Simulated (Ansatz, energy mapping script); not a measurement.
## VOF2 monolayer: exchange couplings worked by hand

Given the energies of a few magnetic orders of VOF2 monolayer, solve for the couplings by hand and predict the energy of an order left out.

Calculated with Ansatz 0.2.0; LDA with U = 2.88 eV on V d, ortho-atomic projectors; plane waves, U on orthogonalised atomic orbitals unless named otherwise, collinear spin, no spin–orbit coupling.

## Step 1: The structure

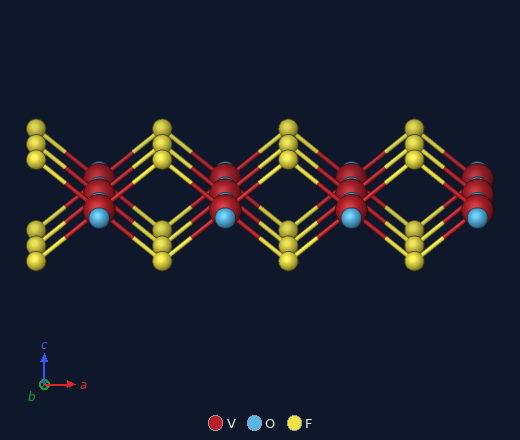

The starting structure, seen nearly edge on (vanadium red, oxygen blue, fluorine yellow). 4×3×1 cells are drawn. Some periodic images of atoms are drawn too.

The cell holds 4 atoms: 1 V, 1 O and 2 F. Cell: a = 3.103 Å, b = 3.633 Å, c = 17.510 Å, α = 90.0°, β = 90.0°, γ = 90.0°. It derives from VOF2. one layer cut from the bulk crystal, unrelaxed, 15 A of vacuum. Vacuum lies along c.

The cell comes from a database of computed structures, and need not be the one that the compound takes in experiment.

## Step 2: Two of the runs

The parallel order and one order with opposed moments, in one cell and on one mesh:

input.yaml

```yaml
crystal:
  lattice:
    - [6.205766, 0.0, 0.0]
    - [0.0, 3.633212, 0.0]
    - [0.0, 0.0, 17.509763]
  atoms:
    - { symbol: V, position: [0.259939, 0.5, 0.5], spin: 2.0 }
    - { symbol: V, position: [0.759939, 0.5, 0.5], spin: 2.0 }
    - { symbol: O, position: [0.259939, 0.0, 0.5] }
    - { symbol: O, position: [0.759939, 0.0, 0.5] }
    - { symbol: F, position: [0.009939, 0.5, 0.571668] }
    - { symbol: F, position: [0.509939, 0.5, 0.571668] }
    - { symbol: F, position: [0.009939, 0.5, 0.428332] }
    - { symbol: F, position: [0.509939, 0.5, 0.428332] }
magnetization:
  spin_polarized: true
kpoints:
  mp_grid: { grid: [4, 6, 1] }
hamiltonian:
  xc: lda
  hubbard:
    sites:
      - { species: V, l: d, u_eff: 2.88 }
      - { site: 0, l: d, u_eff: 2.88, starting_ns: [{ spin: up, occupation_matrix: v1_major }, { spin: down, occupation_matrix: v1_minor }] }
      - { site: 1, l: d, u_eff: 2.88, starting_ns: [{ spin: up, occupation_matrix: v1_major }, { spin: down, occupation_matrix: v1_minor }] }
    projectors: ortho-atomic
    occupation_matrices:
      v1_major:
        matrix:
          - [0.884, 0.0, 0.0, -0.239, 0.0]
          - [0.0, 0.225, 0.0, 0.0, 0.0]
          - [0.0, 0.0, 0.264, 0.0, 0.0]
          - [-0.239, 0.0, 0.0, 0.457, 0.0]
          - [0.0, 0.0, 0.0, 0.0, 0.281]
      v1_minor:
        matrix:
          - [0.108, 0.0, 0.0, 0.089, 0.0]
          - [0.0, 0.198, 0.0, 0.0, 0.0]
          - [0.0, 0.0, 0.196, 0.0, 0.0]
          - [0.089, 0.0, 0.0, 0.267, 0.0]
          - [0.0, 0.0, 0.0, 0.0, 0.21]
scf:
  occupations: { method: fermi_dirac, width: 0.05 }
output:
  eigenvalues: true
```

On the command line:

```sh
ansatz run input.yaml --threads 4 --pin off --max-ram 8192MiB --backend cpu --events-out ev --progress --plain --runs-dir out
```

Numbers of over 12 decimals in the logs are rounded to 6 here.

Log:

```text
Engine: ansatz 0.2.0, aarch64-unknown-linux-gnu
Pseudopotentials: kind: paw
Pseudopotential: V, paw, valence charge 13, recommended cutoff 420 eV (normal), V.paw.azcp
Pseudopotential: O, paw, valence charge 6, recommended cutoff 420 eV (normal), O.paw.azcp
Pseudopotential: F, paw, valence charge 7, recommended cutoff 420 eV (normal), F.paw.azcp
Functional definition: SPW92
  exchange = slater_x
  correlation = pw_c
[...]
k-point 1 ↑: bands = [... 29 lower, -6.6031, -6.4865, -6.3796, -5.9831, -5.6976, -3.6377, -3.5341, -3.5164, ... 6 higher]
  k-point 2 ↑: bands = [... 29 lower, -7.1370, -6.4042, -6.3701, -5.9746, -5.6652, -2.7134, -2.5329, -2.5324, ... 6 higher]
  k-point 11 ↓: bands = [... 29 lower, -6.8317, -6.7074, -6.7074, -1.6893, -1.6893, -1.4924, -1.4924, -1.3949, ... 6 higher]
Occupation matrices written to <dir>
[key lines of the parts left out:]
SCF converged after 17 iterations
Magnetization: 2.0000 μB (34.0000 up, 32.0000 down)
Free energy (F): -10005.336780 eV
Fermi energy:    -4.954292 eV
```

It took 14 s on 4 threads of Arm Neoverse V1, shared host; peak memory 0.94 GiB; 50 s of CPU time.

input.yaml, as its differences from that of step 2:

```diff
@@ -7,3 +7,3 @@
     - { symbol: V, position: [0.259939, 0.5, 0.5], spin: 2.0 }
-    - { symbol: V, position: [0.759939, 0.5, 0.5], spin: 2.0 }
+    - { symbol: V, position: [0.759939, 0.5, 0.5], spin: -2.0 }
     - { symbol: O, position: [0.259939, 0.0, 0.5] }
@@ -24,3 +24,3 @@
       - { site: 0, l: d, u_eff: 2.88, starting_ns: [{ spin: up, occupation_matrix: v1_major }, { spin: down, occupation_matrix: v1_minor }] }
-      - { site: 1, l: d, u_eff: 2.88, starting_ns: [{ spin: up, occupation_matrix: v1_major }, { spin: down, occupation_matrix: v1_minor }] }
+      - { site: 1, l: d, u_eff: 2.88, starting_ns: [{ spin: up, occupation_matrix: v1_minor }, { spin: down, occupation_matrix: v1_major }] }
     projectors: ortho-atomic
```

Log:

```text
[...]
Crystal: 8 atoms, lattice volume = 394.790 Å³
Basis set: ecut = 420 eV, 7659 PW (Γ)
Bands: 43, of which v1, the nominal top of the filled ones, is band 33 counted from 1 (32 counted from 0)
Symmetry: 8 space group operations
[...]
k-points: 12 of 24
[...]
Starting moments: Σ|m| = 4 μB on 2 of 8 sites
[...]
k-point 1 ↑: bands = [... 29 lower, -6.6835, -6.5436, -6.3702, -5.8068, -3.5455, -3.5302, -2.7772, -2.7253, ... 6 higher]
  k-point 2 ↑: bands = [... 29 lower, -7.0892, -6.4434, -6.3986, -5.7893, -2.6043, -2.5352, -1.8963, -1.8621, ... 6 higher]
  k-point 11 ↓: bands = [... 29 lower, -6.8305, -6.7142, -6.7070, -5.5987, -2.1721, -2.0696, -1.7548, -1.6999, ... 6 higher]
Occupation matrices written to <dir>
[key lines of the parts left out:]
SCF converged after 17 iterations
Magnetization: -0.0000 μB (33.0000 up, 33.0000 down)
Free energy (F): -10005.321525 eV
Fermi energy:    -4.877083 eV
```

It took 14 s on 4 threads; peak memory 0.95 GiB; 51 s of CPU time.

At zero occupation width the energies are -10005.33678 and -10005.32152 eV for 2 V atoms, so ΔE = 1000 × (-10005.32152 − (-10005.33678)) / 2 = 7.63 meV a magnetic atom.

## Step 3: The orders used, and who is opposed

Each order is measured in this way from the parallel run of its own cell. n counts, for a mean magnetic atom, the neighbours of each shell whose moment is opposed.

| order | ΔE (meV) | n at 3.10 Å (of 2) | n at 3.63 Å (of 2) | n at 4.78 Å (of 4) |
| --- | --- | --- | --- | --- |
| compensated +− in cell A | 7.63 | 2 | 0 | 4 |
| compensated +− in cell B | 7.98 | 2 | 2 | 0 |
| compensated +− in cell C | 0.37 | 0 | 2 | 4 |
| uncompensated ++− in cell D | ? | 1.33 | 1.33 | 1.33 |

Wanted: the couplings, and ΔE of the order “uncompensated ++− in cell D”.

## Step 4: The equations

With E = −Σ J e·e over ordered pairs of unit vectors, an atom's energy is −Σ J (z − 2n), since each opposed neighbour turns +1 into −1. Against the parallel order, ΔE = 2 Σ n J:

- 4 J₁ + 8 J₃ = 7.63
- 4 J₁ + 4 J₂ = 7.98
- 4 J₂ + 8 J₃ = 0.37

Cramer's rule: the determinant of the left side is D = 256.0; with the column of each J replaced by the energies it is D₁ = 487.7, D₂ = 23.04 and D₃ = 0.3200. So J₁ = 1.91 meV, J₂ = 0.0900 meV and J₃ = 0.00125 meV.

## Step 5: The order left out

ΔE = 2.66 × (1.91) + 2.66 × (0.0900) + 2.66 × (0.00125) = 5.31 meV.

## Step 6: Mean-field temperature

In the lowest order (parallel) a spin feels the field h = 2 J₀ m with J₀ = Σ J (z − 2n) = (1.91) × (2) + (0.0900) × (2) + (0.00125) × (4) = 3.995 meV. For classical unit spins m ≈ h/3k_BT near the transition, so k_BT = 2 J₀/3 and T = 2 × 3.995 / (3 × 0.08617) = 30.9 K.

## Step 7: Summary of results

| Quantity | Value |
| --- | --- |
| J₁, V–V at 3.10 Å | 1.91 meV |
| J₂, V–V at 3.63 Å | 0.0900 meV |
| J₃, V–V at 4.78 Å | 0.00125 meV |
| ΔE predicted for the withheld order | 5.31 meV |
| ΔE of the withheld run | 5.21 meV |
| mean-field temperature by hand | 30.9 K |

In words: The hand solution predicts 5.31 meV and the withheld run gave 5.21 meV, a miss of 0.10 meV on a scale of 7.98 meV, so these shells carry the energies well. A least-squares fit to all 4 orders gives 1.90, 0.0861 and 0.00197 meV. The least-squares couplings give 30.8 K in mean field. These couplings act within layers or chains, so the value is a scale of energy and no ordering temperature. This set was picked because its moments stay put and its equations are well conditioned; many sets are less well behaved. Shells left out of the hand model add to these values wherever the orders used reverse them, so each J is partly a sum. A fit with one more shell, at 6.21 Å, gives 1.9, 0.091, 0.0011 and -0.042 meV and 30.3 K in mean field.

[Logs and program files are shortened in this print: banners, set-up blocks, solver, clock and traceback lines can be left out without a mark of their own.]

[Logs are printed without paths, hosts, clocks, repeated set-up lines and the standing remarks that a program may print on its own settings, such as how far it seeks lower states.]

[Hosts, paths, dates, database ids (printed as entryN), source tags and the programs' standing remarks are cut or masked in the printed files.]

[Where a cell is said to come from a database of computed structures, the database is the Materials Project.]
